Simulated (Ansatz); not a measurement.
# SnH2F2 (SMILES [F][SnH2][F]) at 6 levels

Aim: a comparison of 6 runs (HF/STO-3G, PBE/def2-SVP, revPBE/def2-SVP, BCCD(T)/def2-SVP, CCSD/def2-SVP, CCSD(T)/def2-SVP) of SnH2F2. 

The calculation is run with Ansatz 0.2.0.

44 further runs of the same task are left out: 44 set aside as unsound or not needed.

## (1) Starting point

The species is SnH2F2 (5 atoms), meant as a singlet with charge 0. As SMILES, `[F][SnH2][F]`. The Sn2–F3 distance was set to 2.481 Å, away from the relaxed value.

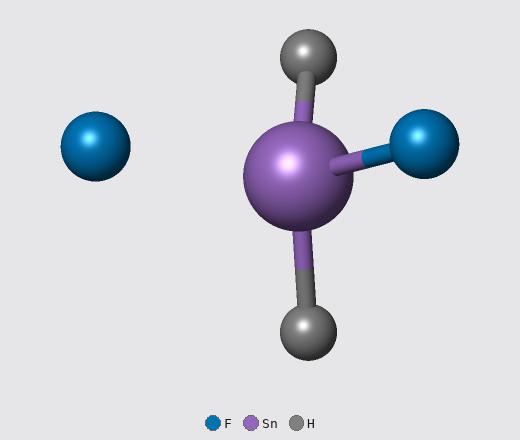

The structure, seen from a chosen angle (fluorine blue, tin purple, hydrogen grey).

## (2) The energy at HF/STO-3G (run 1)

molecule.yaml reads:

```yaml
crystal:
  periodic: [false, false, false]
  atoms:
    - symbol: F
      position_ang: [0.064548, -0.711486, 1.929268]
    - symbol: Sn
      position_ang: [0.536948, -0.428386, 0.101668]
    - symbol: F
      position_ang: [-1.231200, 1.110700, -0.712400]
    - symbol: H
      position_ang: [0.320648, -1.902286, -0.701232]
    - symbol: H
      position_ang: [1.991248, 0.436914, 0.092868]
basis:
  gaussian: {orbitals: STO-3G}
hamiltonian: {xc: hf}
accuracy: high
output: {orbitals: {seedname: orbitals}}
```

The run is started by

```
$ ansatz run molecule.yaml --threads 1 --pin off --max-ram 3480MiB --events-out events.jsonl --progress --plain --runs-dir runs
```

Output:

```text
Warning: RAYON_NUM_THREADS=1 ignored (pool sized by the plan → 1); use --threads N
Functional definition: HF
  name "HF"
  exchange = exact_x
  correlation = 0
724 factors; integrals over basis functions are off by at most 7.0e-9 eV
mean field evaluation 1: about -167628.4666 eV, gradient 2.3e1 eV
mean field evaluation 2: about -167628.4917 eV, gradient 2.3e1 eV
mean field evaluation 4: about -167633.9574 eV, gradient 1.8e0 eV
mean field evaluation 8: about -167633.9715 eV, gradient 1.7e-4 eV
mean field -167633.97147840 eV, -6160.4348254444 hartree, gradient 2.3e-8 eV, S^2 0.000000; 0 other end points of the search recorded, 0 dependent functions left out
reference -167633.97147840 eV, -6160.4348254444 hartree; 35, 35 occupied and 4, 4 virtual orbitals, 724 factors
Total energy: -167633.97147840 eV, -6160.4348254444 hartree
```

Run time: 2 s. Hardware: 1 thread of Intel Xeon Platinum 8259CL at 2.50GHz (Skylake/Cascade Lake), shared host; peak memory 0.11 GiB.

## (3) The energy at PBE/def2-SVP (core potential) (run 2)

molecule.yaml reads:

```yaml
crystal:
  periodic: [false, false, false]
  atoms:
    - {symbol: F, position_ang: [0.064548, -0.711486, 1.929268]}
    - {symbol: Sn, position_ang: [0.536948, -0.428386, 0.101668]}
    - {symbol: F, position_ang: [-1.231200, 1.110700, -0.712400]}
    - {symbol: H, position_ang: [0.320648, -1.902286, -0.701232]}
    - {symbol: H, position_ang: [1.991248, 0.436914, 0.092868]}
basis:
  gaussian:
    orbitals: def2-SVP
magnetization:
  spin_polarized: false
hamiltonian:
  xc: {name: PBE}
accuracy: high
output:
  orbitals: {seedname: orbitals}
```

The run is started by

```
$ ansatz run molecule.yaml --threads 1 --pin off --max-ram 3480MiB --events-out events.jsonl --progress --plain --runs-dir runs
```

Output:

```text
Warning: RAYON_NUM_THREADS=1 ignored (pool sized by the plan → 1); use --threads N
Functional definition: PBE
  name "PBE"
  parameter kappa = 0.804
  parameter beta = 0.06672455060314922
  exchange = pbe_x(kappa = kappa, mu = beta*pi^2/3)
  correlation = pbe_c(beta = beta)
1398 factors; integrals over basis functions are off by at most 6.4e-9 eV
mean field evaluation 1: about -11281.1814 eV, gradient 5.7e1 eV
mean field evaluation 2: about -10992.7118 eV, gradient 2.1e2 eV
mean field evaluation 4: about -11285.3263 eV, gradient 2.5e1 eV
mean field evaluation 8: about -11287.3284 eV, gradient 1.7e-1 eV
mean field evaluation 16: about -11287.3238 eV, gradient 2.5e-4 eV
mean field -11287.32382912 eV, -414.8014998973 hartree, gradient 5.5e-8 eV, S^2 0.000000; 0 other end points of the search recorded, 0 dependent functions left out
reference -11287.32383277 eV, -414.8015000315 hartree; 21, 21 occupied and 43, 43 virtual orbitals, 1398 factors
Total energy: -11287.32383277 eV, -414.8015000315 hartree
```

It took 3.9 s on 1 thread of Intel Xeon Platinum 8259CL at 2.50GHz (Skylake/Cascade Lake), shared host; peak memory 0.17 GiB.

Run 3 isn't shown in full; the table further down has it.

## (4) A single-point energy at BCCD(T)/def2-SVP (core potential) (run 4)

input.yaml reads:

```yaml
basis:
  gaussian: {orbitals: def2-SVP}
crystal:
  periodic: [false, false, false]
  atoms:
    - {symbol: F, position_ang: [0.064548, -0.711486, 1.929268]}
    - {symbol: Sn, position_ang: [0.536948, -0.428386, 0.101668]}
    - {symbol: F, position_ang: [-1.231200, 1.110700, -0.712400]}
    - {symbol: H, position_ang: [0.320648, -1.902286, -0.701232]}
    - {symbol: H, position_ang: [1.991248, 0.436914, 0.092868]}
magnetization: {spin_polarized: false}
correlation: {method: bccd_t, frozen_orbitals: {F: 1, H: 0, Sn: 4}}
accuracy: high
scf: {omitted_lower_state_checks: [cluster_reference, increment]}
```

The run is started by

```
$ ansatz run input.yaml --threads 1 --pin off --max-ram 3480MiB --events-out events.jsonl --progress --plain --runs-dir runs
```

Output (excerpt; [...] marks lines left out):

```text
Warning: RAYON_NUM_THREADS=1 ignored (pool sized by the plan → 1); use --threads N
Functional definition: HF
  name "HF"
[...]
1398 factors; integrals over basis functions are off by at most 6.4e-9 eV
[...]
mean field -11243.23591593 eV, -413.1812989713 hartree, gradient 1.1e-8 eV, S^2 0.000000; 0 other end points of the search recorded, 0 dependent functions left out
6 core orbitals not correlated: weight in the atoms' cores, before any rotation towards them, 1.000 or more for the frozen orbitals, at most 0.000 for the correlated occupied ones
reference -11243.23591593 eV, -413.1812989713 hartree; 15, 15 occupied and 43, 43 virtual orbitals, 1398 factors
second order -13.56803111 eV of doubles, -0.00000000 eV of singles
cycle   1  -13.42680799 eV  change    1.4e-1 eV  update   1.3e-1
[...]
cycle  27  -13.95926638 eV  change    1.6e-9 eV  update   1.3e-9
perturbative correction -0.34362009 eV, -0.0126278055 hartree
Total energy: -11257.53880240 eV, -413.7069203543 hartree
Checks for a lower state left out: cluster_reference, increment
```

Wall time 20 s (1 thread of Intel Xeon Platinum 8259CL at 2.50GHz (Skylake/Cascade Lake), shared host); peak memory 0.35 GiB.

Run 5 isn't shown in full; the table further down has it.

## (5) The energy at CCSD(T)/def2-SVP (core potential) (run 6)

in.yaml reads:

```yaml
crystal:
  periodic: [false, false, false]
  atoms:
    - {symbol: F, position_ang: [0.064548, -0.711486, 1.929268]}
    - {symbol: Sn, position_ang: [0.536948, -0.428386, 0.101668]}
    - {symbol: F, position_ang: [-1.231200, 1.110700, -0.712400]}
    - {symbol: H, position_ang: [0.320648, -1.902286, -0.701232]}
    - {symbol: H, position_ang: [1.991248, 0.436914, 0.092868]}
basis:
  gaussian:
    orbitals: def2-SVP
scf:
  omitted_lower_state_checks: [cluster_reference, increment]
accuracy: high
correlation:
  method: ccsd_t
  frozen_orbitals: {F: 1, H: 0, Sn: 4}
```

The run is started by

```
$ ansatz run in.yaml --threads 1 --pin off --max-ram 3480MiB --events-out events.jsonl --progress --plain --runs-dir runs
```

Output (excerpt; [...] marks lines left out):

```text
Warning: RAYON_NUM_THREADS=1 ignored (pool sized by the plan → 1); use --threads N
Functional definition: HF
  name "HF"
[...]
1398 factors; integrals over basis functions are off by at most 6.4e-9 eV
[...]
mean field -11243.23591593 eV, -413.1812989713 hartree, gradient 1.1e-8 eV, S^2 0.000000; 0 other end points of the search recorded, 0 dependent functions left out
6 core orbitals not correlated: weight in the atoms' cores, before any rotation towards them, 1.000 or more for the frozen orbitals, at most 0.000 for the correlated occupied ones
reference -11243.23591593 eV, -413.1812989713 hartree; 15, 15 occupied and 43, 43 virtual orbitals, 1398 factors
second order -13.56803111 eV of doubles, -0.00000000 eV of singles
cycle   1  -13.47034249 eV  change    9.8e-2 eV  update   1.3e-1
[...]
cycle  27  -14.01317370 eV  change  -8.7e-10 eV  update   1.4e-9
perturbative correction -0.28346788 eV, -0.0104172524 hartree
Total energy: -11257.53255751 eV, -413.7066908587 hartree
Checks for a lower state left out: cluster_reference, increment
```

Run time: 17 s. Hardware: 1 thread of Intel Xeon Platinum 8259CL at 2.50GHz (Skylake/Cascade Lake), shared host; peak memory 0.28 GiB.

## (6) The series

```csv
run,level,core potential,frozen core orbitals,energy (Eh),wall time
1,HF/STO-3G,none,–,-6160.434825,2 s
2,PBE/def2-SVP (core potential),def2-SVP,–,-414.801500,3.9 s
3,revPBE/def2-SVP (core potential),def2-SVP,–,-414.977336,3.9 s
4,BCCD(T)/def2-SVP (core potential),def2-SVP,6,-413.706920,20 s
5,CCSD/def2-SVP (core potential),def2-SVP,6,-413.696274,9 s
6,CCSD(T)/def2-SVP (core potential),def2-SVP,6,-413.706691,17 s
```

## (7) Outcome

```
                                          quantity          value
                               run 6: total energy  -413.70669 Eh
run 6: correlation energy (6 core orbitals frozen)     -525.4 mEh
                             run 6: (T) correction     -10.42 mEh
                              run 6: T1 diagnostic          0.019
```

**Reading.** Over runs 1, 2, 3 the HOMO–LUMO gap runs from 2.94 eV (PBE/def2-SVP) to 13.86 eV (HF/STO-3G). The two ends differ in method and basis and core potential. Totals of different functionals can't be ranked against each other. Some runs of one species differ in core potentials or relativity; totals across that change don't compare. In run 1 the basis is minimal, so the values are rough. In run 1 relativity is left out where basis or elements ask for it. All runs together took 57 s, the longest 20 s.
